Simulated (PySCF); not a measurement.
| atom | x (Å) | y (Å) | z (Å) |
| --- | --- | --- | --- |
| O | 0.0029 | -0.9712 | -1.2097 |
| S | -0.0036 | -0.2368 | 0.0031 |
| O | -0.0399 | -0.9036 | 1.2539 |
| Cl | 1.5989 | 1.0245 | -0.0031 |
| Cl | -1.5497 | 1.0900 | -0.0614 |

Geometry: GFN2-xTB.

Theory: CAM-B3LYP/def2-SVPD, SCF density, gas phase (PySCF).

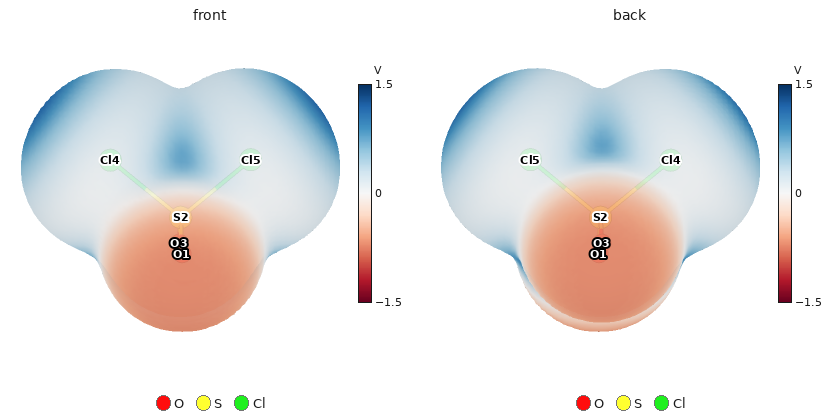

Cl2O2S (SMILES O=S(=O)(Cl)Cl). The electrostatic potential painted on the density surface at 0.001 e/bohr³, seen from the front and from behind; red is negative and blue positive.

**Describe the electrostatic potential map.**

The most negative region (about −0.7 V) lies over O1 and O3, the most positive (about +1.1 V) over Cl4 and Cl5. Cl4 shows a σ-hole: about +1.1 V at the tip opposite its bond, against about +0.2 V on its flanks. Cl5 shows a σ-hole: about +1.1 V at the tip opposite its bond, against about +0.2 V on its flanks.
